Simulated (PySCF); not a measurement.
**BClF₂, SMILES `FB(F)Cl`: what the electrons do**

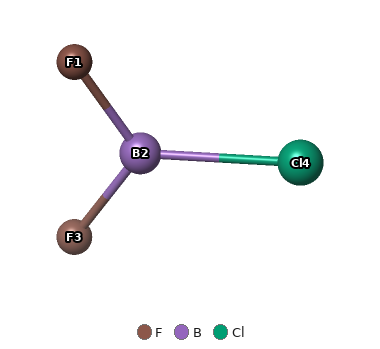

The molecule, with its atoms numbered as below. No frequency check shows the geometry to be a minimum.

Coordinates in Å:

```
F1       1.1038   -1.1125    0.0000
B2       0.4059   -0.0000    0.0000
F3       1.1044    1.1122    0.0000
Cl4     -1.2884    0.0002    0.0000
```

Part 1: Bonding charge

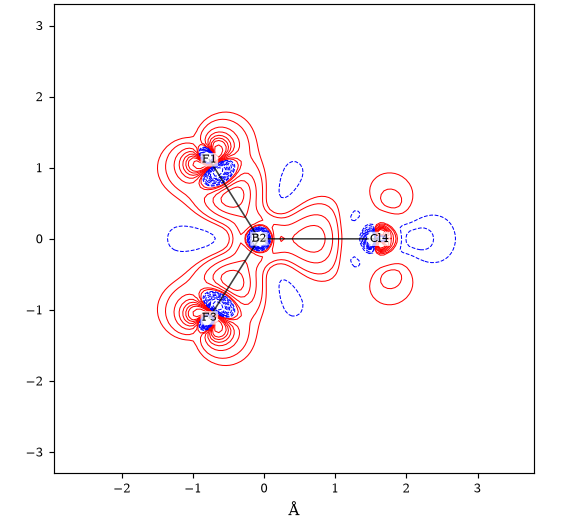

Deformation density (molecule less spherical, spin-averaged free atoms) in the molecular plane; contours at ±0.05 to ±0.8 e/Å³; solid red lines: gain, dashed blue lines: loss.

Computed with PySCF, PBE0/def2-TZVP, geometry: GFN2-xTB.

Question: How much density has each bond in this plane gained at its critical point, relative to the free atoms?

Answer: F1–B2 and B2–F3: +0.33 e/Å³ at the bond critical point (bond length 1.31 Å, Mayer order 1.2). B2–Cl4: +0.31 e/Å³ at the bond critical point (bond length 1.69 Å, Mayer order 1.3). In all, 0.8 electrons gather in the regions of gain relative to the promolecule.

Part 2: Bond critical points

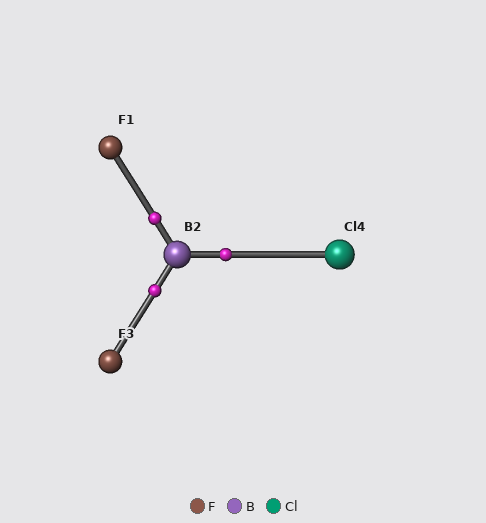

Molecular graph of the electron density (QTAIM): bond paths, bond critical points (magenta), ring points (cyan, if any); weak paths are dashed.

Question: How many critical points of each kind are there, and does the count close?

Answer: 4 nuclei, 3 bond, 0 ring and 0 cage critical points: 4 − 3 + 0 − 0 = 1, as the Poincaré–Hopf relation requires.

Question: Tabulate density, Laplacian, ellipticity and energy density at the bond critical points (atomic units).

Answer:
```csv
bond,length (Å),ρ (a.u.),∇²ρ (a.u.),ε,H (a.u.)
F1–B2 (2 alike),1.313,0.213,+1.29,0.04,−0.155
B2–Cl4,1.694,0.172,0.00,0.00,−0.178
```

Question: What kind of interaction is B2–Cl4?

Answer: Shared-shell (covalent): ρ = 0.172, ∇²ρ = 0.00, H = −0.178 a.u.

Part 3: Electrostatic potential

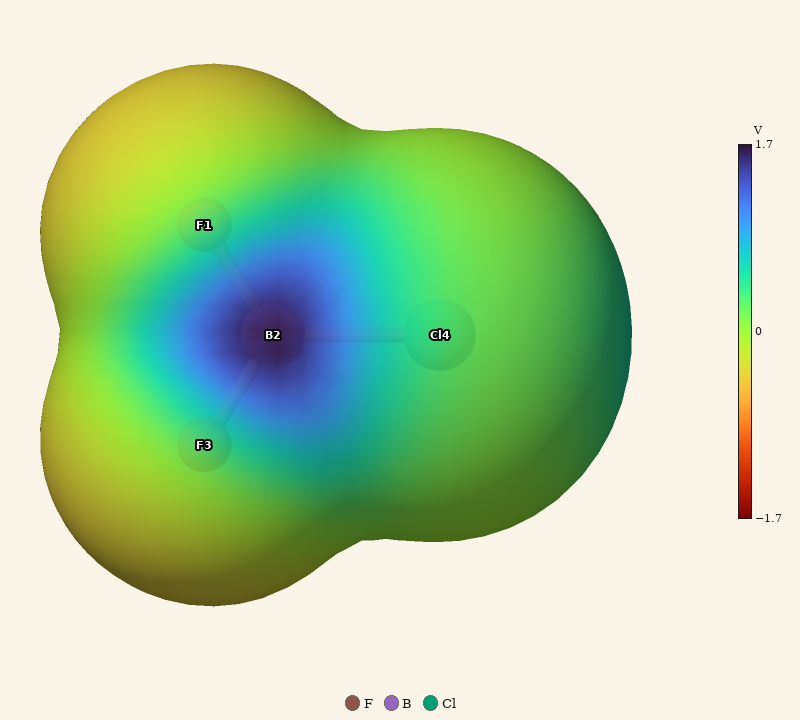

Electrostatic potential on the surface of electron density 0.001 a.u.

Question: Where are the extremes of the potential on the surface?

Answer: Highest: 1.69 V, off the molecular plane, over B2 (1.7 Å), and at like points elsewhere. Further maxima include 0.59 V, 2.0 Å from Cl4. Lowest: −0.42 V, 1.6 Å from F3, and at like points elsewhere. Further minima include −0.06 V, 2.1 Å from Cl4. The surface is sampled at points, so like sites can differ by a few per cent and only the strongest of them is named.

Question: Does Cl4 carry a σ-hole?

Answer: Yes: a local maximum of +0.59 V lies on the extension of the B2–Cl4 bond.

Part 4: In an electric field

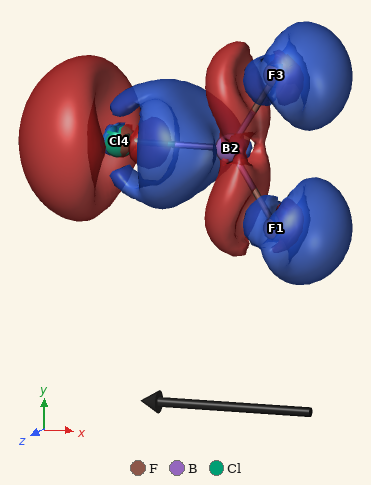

Change of the electron density in a uniform field of 0.21 V/Å along −x (arrow), surfaces at ±0.0015 e/Å³ (blue: gain, red: loss).

PySCF calculation, PBE0/def2-TZVP, gas phase; geometry: GFN2-xTB. A basis without diffuse functions makes polarisabilities too small.

The field was applied in both directions; the picture shows the one opposite to the script's first.

Question: What dipole is induced, and what polarisability does it imply?

Answer: The induced dipole is 0.32 D (along the field); α along this axis, from the fields in both directions, is 31 bohr³ (4.6 Å³).

Part 5: Removing or adding an electron

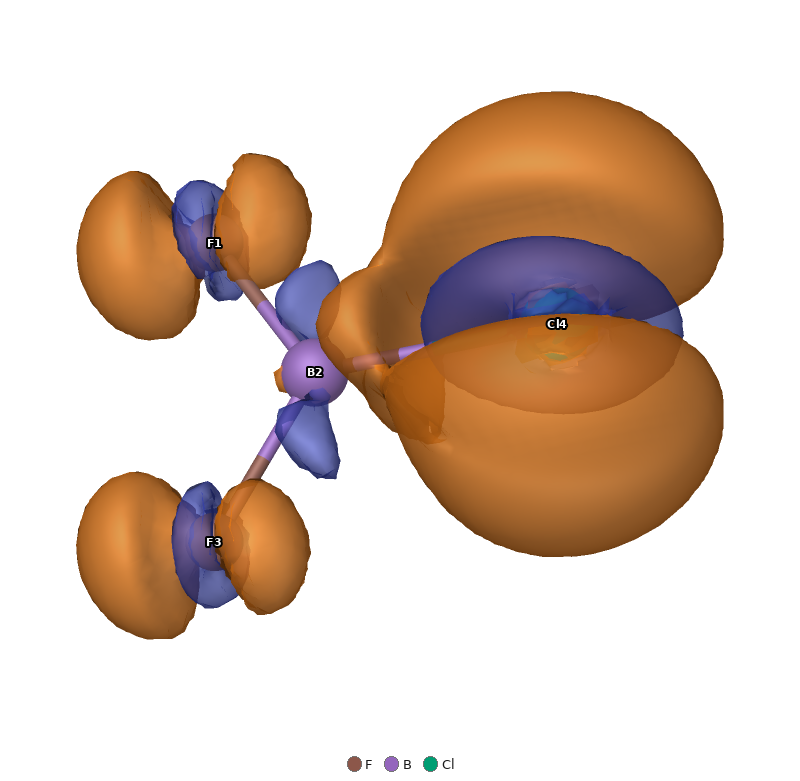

Fukui function f⁻ = ρ(N) − ρ(N−1) at fixed geometry, surfaces at ±0.03 e/Å³ (orange positive, blue negative).

Level of theory: PBE0/def2-TZVP (PySCF), at a geometry from GFN2-xTB.

Question: On which atoms does the density change most on removal of an electron?

Answer: f⁻ (Hirshfeld-condensed) is largest on Cl4 (0.67); the vertical ionisation energy is 12.94 eV (the stability of the cation's solution wasn't checked). Condensed values hint at sites of electrophilic attack but needn't mark the atom that reacts. Orbital relaxation makes it negative in places (0.13 e in all).

```json
{"atom": "F1", "f⁻": "+0.11", "charge": "−0.14"}
{"atom": "B2", "f⁻": "+0.11", "charge": "+0.31"}
{"atom": "F3", "f⁻": "+0.11", "charge": "−0.14"}
{"atom": "Cl4", "f⁻": "+0.67", "charge": "−0.03"}
```

The PySCF runs shown took 5.9 s, 11 s and 14 s on 1 thread of Intel(R) Xeon(R) 6975P-C (Granite Rapids) (shared host).
